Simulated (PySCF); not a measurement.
Si(Me)(OMe)2(SMe), SMILES O(C)[Si](OC)(C)SC (C4H12O2SSi) at its GFN2-xTB optimised geometry (Å):

```
20

C      2.2392    -0.7003     0.8621
O      1.3767    -1.3914     0.0000
Si    -0.2471    -1.3914     0.0000
C     -0.9532    -2.3634     1.4835
O     -0.7324    -1.9801    -1.4277
C     -0.4645    -3.2456    -1.9681
S     -0.9497     0.6356     0.0000
C     -2.6630     0.4032    -0.5706
H      1.9165     0.3358     0.9763
H      2.2583    -1.1787     1.8435
H      3.2363    -0.7283     0.4232
H     -0.4710    -3.3336     1.5745
H     -2.0204    -2.5374     1.3766
H     -0.8031    -1.8341     2.4204
H      0.6081    -3.4395    -1.9759
H     -0.8475    -3.2557    -2.9884
H     -0.9634    -4.0210    -1.3831
H     -2.6531    -0.1794    -1.4844
H     -3.0705     1.3914    -0.7532
H     -3.2363    -0.1008     0.2002
```

Calculation: PBE0/def2-SVP (PySCF 2.14.0). Cells within 0.4 Å of a nucleus heavier than hydrogen are left out (blank, or x).

Map of the log10 of the electron density (e/bohr³), floored at −4 on the plane z = 0.0 Å:

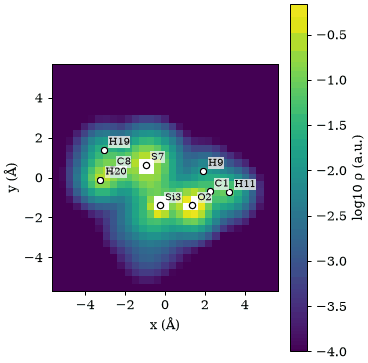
Log10 of the electron density (e/bohr³), floored at −4 on the plane z = 0.0 Å.
